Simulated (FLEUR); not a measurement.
Band structure of Yb (Fm-3m, 1 atom in the cell).

```
CELL_PARAMETERS angstrom
      0.00000     2.69452     2.69452
      2.69452     0.00000     2.69452
      2.69452     2.69452     0.00000
ATOMIC_POSITIONS crystal
  Yb 0.00000 0.00000 0.00000
```

Level of theory: PBE, all-electron FLAPW (FLEUR), scalar-relativistic valence run with FLEUR.

Settings: Kmax = 3.8 1/bohr; GmaxXC = 15.2 1/bohr; xcFunctional = pbe; jspins = 1; l_soc = F; mode = hist; fermiSmearingEnergy = 0.00367493 Htr; mesh (inpgen div1-3) = 9 9 9; inpgen gamma flag = false; Gmax = 15.2 1/bohr; numbands = 0; maxIterBroyd = 40; imix = Anderson; alpha = 0.05.

The starting cell has typed, rounded lattice constants, without a prior relaxation at this level. Its lattice was rescaled by a random factor within 2.5 % of one. Spin-orbit coupling is off. Spin polarisation is off. Values depend on the basis (sphere radii, cutoffs, local orbitals), which need not be converged.

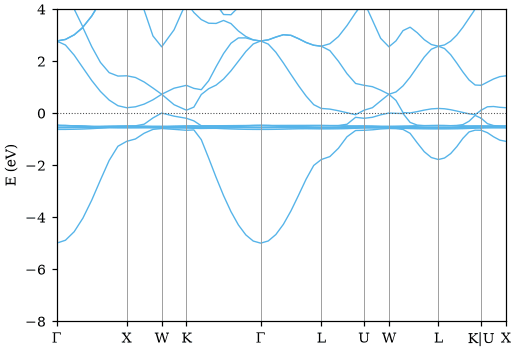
*Bands along the path, energies from the Fermi level.*

Levels in eV from the Fermi level, bands 9 to 16:
```tsv
point	9	10	11	12	13	14	15	16
Γ	-0.55	-0.47	-0.47	-0.47	2.78	2.78	2.78	4.73
X	-0.55	-0.50	-0.49	-0.49	0.21	1.44	6.16	6.57
W	-0.53	-0.53	-0.50	0.01	0.73	0.73	2.55	6.51
K	-0.53	-0.50	-0.49	-0.19	0.12	1.07	4.28	4.57
L	-0.56	-0.48	-0.48	-0.46	0.19	2.58	2.58	6.15
U	-0.53	-0.50	-0.49	-0.19	0.12	1.07	4.28	4.57
```
